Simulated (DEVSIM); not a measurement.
Device: Au/SiO2/p-Si capacitor, at 300 K.

| layer (left to right) | material | thickness (nm) | Na (cm⁻³) |
|---|---|---|---|
| 1 | SiO2 | 29.0 | - |
| 2 | Si | 2500 | 5.3e16 |

Metal gate on the left, work function 5.1 eV. Fixed charge at the semiconductor interface 0 cm⁻² (in units of +e); no interface traps.

The device is made up for the run: typed textbook-type constants, with dimensions and the other settings drawn at random. Values at 300 K.

```tsv
parameter	SiO2	Si
gap (eV)	9	1.124
affinity (eV)	0.9	4.05
permittivity	3.9	11.7
Nc (cm⁻³)	-	2.86e19
Nv (cm⁻³)	-	3.1e19
```

Model (solved in DEVSIM): 1D Poisson equation in equilibrium, Boltzmann statistics, complete ionisation; no quantum confinement or tunnelling. Metal contacts follow the ideal Schottky-Mott rule: no Fermi-level pinning, no interface dipoles.

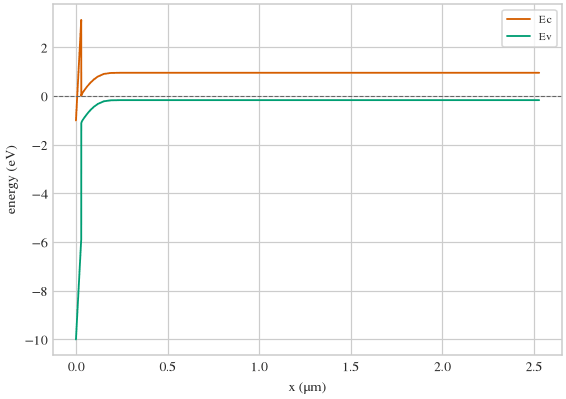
Band edges at 5.2 V on the gate

Energies count from the Fermi level of the right contact; mesh points crowd at the junctions.

```csv
x (μm),Ec (eV),Ev (eV),n (cm⁻³),p (cm⁻³),field (V/cm)
0.000,-1.000,-10.000,< 1e2,< 1e2,1400000
0.001490,-0.787,-9.787,< 1e2,< 1e2,1400000
0.004735,-0.322,-9.322,< 1e2,< 1e2,1400000
0.01180,0.691,-8.309,< 1e2,< 1e2,1400000
0.02346,2.362,-6.638,< 1e2,< 1e2,1400000
0.02714,2.889,-6.111,< 1e2,< 1e2,1400000
0.02883,3.131,-5.869,< 1e2,< 1e2,1400000
0.03094,0.058,-1.066,3.0e18,< 1e2,200000
0.03507,0.119,-1.005,2.8e17,410,120000
0.04470,0.229,-0.895,4.1e15,28000,110000
0.06716,0.450,-0.674,8.0e11,1.5e8,89000
0.1522,0.912,-0.212,14000,8.4e15,21000
0.3179,0.959,-0.165,2200,5.3e16,≈ 0
0.7043,0.959,-0.165,2200,5.3e16,≈ 0
1.751,0.959,-0.165,2200,5.3e16,≈ 0
2.196,0.959,-0.165,2200,5.3e16,≈ 0
2.392,0.959,-0.165,2200,5.3e16,≈ 0
2.471,0.959,-0.165,2200,5.3e16,≈ 0
2.511,0.959,-0.165,2200,5.3e16,≈ 0
2.522,0.959,-0.165,2200,5.3e16,≈ 0
2.527,0.959,-0.165,2200,5.3e16,≈ 0
2.529,0.959,-0.165,2200,5.3e16,≈ 0
```
